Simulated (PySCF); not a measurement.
Consider C₇H₁₀N (doublet).

Input

```
{"job": {"kind": "epr", "basis": "pcH-1"}, "charge": 0, "multiplicity": 2}
C     -1.390643    -1.375327     0.269605
C     -1.069961     0.025659    -0.102394
C     -1.814812     0.888051    -0.816359
C     -1.097958     2.132922    -0.890217
C      0.062796     2.099811    -0.260600
C      0.215833     0.702112     0.321998
C      1.481134     0.017161    -0.208406
N      1.676161    -1.276461     0.426359
H     -1.591671    -1.444336     1.339454
H     -0.536784    -2.014871     0.052528
H     -2.266473    -1.727452    -0.269727
H     -2.775893     0.704618    -1.259457
H      0.808311     2.862144    -0.150758
H      0.274183     0.759180     1.414220
H      1.368489    -0.150314    -1.283228
H      2.331727     0.703526    -0.057549
H      2.491035    -1.739174     0.039179
H      1.825764    -1.160932     1.423694
```

Launched as:

```sh
OMP_NUM_THREADS=1 python probes_run.py task.json out
```

Geometry: GFN2-xTB.

Computed with UKS B3LYP, pcH-1 on C H N, non-relativistic, mean-field spin-orbit, GIAO in PySCF.

What can the converged electron density, electron localisation function and spin density tell about the bonding?

Answer. C–C (1.32 Å): ρ is about 2.3 e/Å³ halfway; the ELF peaks at about 0.90 between the atoms; a short, multiple covalent bond.
C–C (1.44 Å): ρ at the midpoint is about 1.9 e/Å³; the ELF peaks at about 0.95 between the atoms; a covalent bond.
C–C (1.48 Å): the density is about 1.7 e/Å³ at the midpoint; the ELF peaks at about 0.95 between the atoms: localised, covalent bonding.
C–H (1.07 Å): ρ at the midpoint is about 2 e/Å³; the ELF climbs to about 1 towards the hydrogen, as it does in any bond to H; an ordinary covalent bond to hydrogen.
The unpaired spin (1 electron) lies mostly on C4 (about 0.8), in electrons by Hirshfeld's partition.

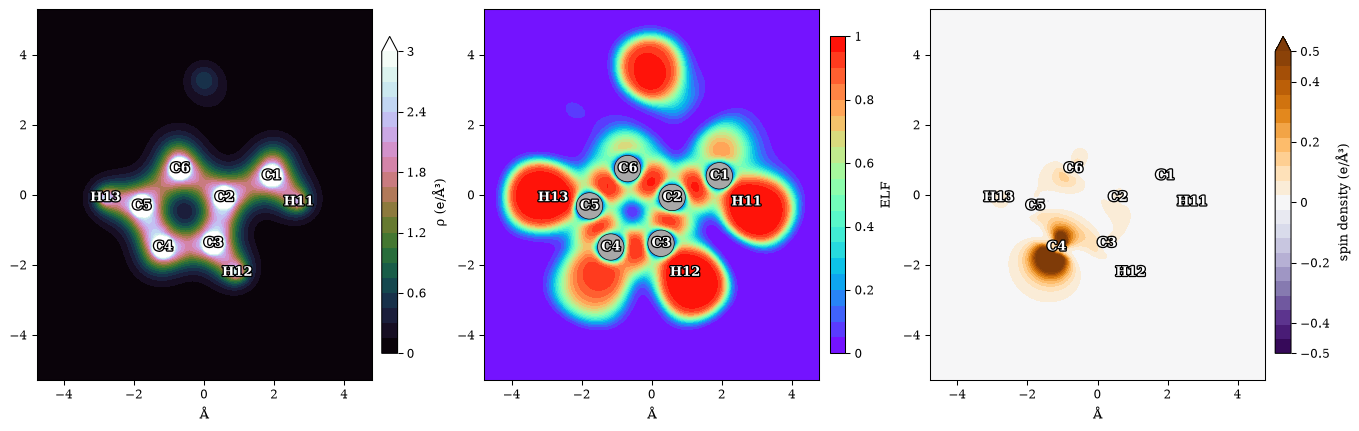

Computed electron density, electron localisation function and spin density on the plane of atoms C4, C5 and C6, in this order. Grey discs cover the atomic cores in the ELF map. 
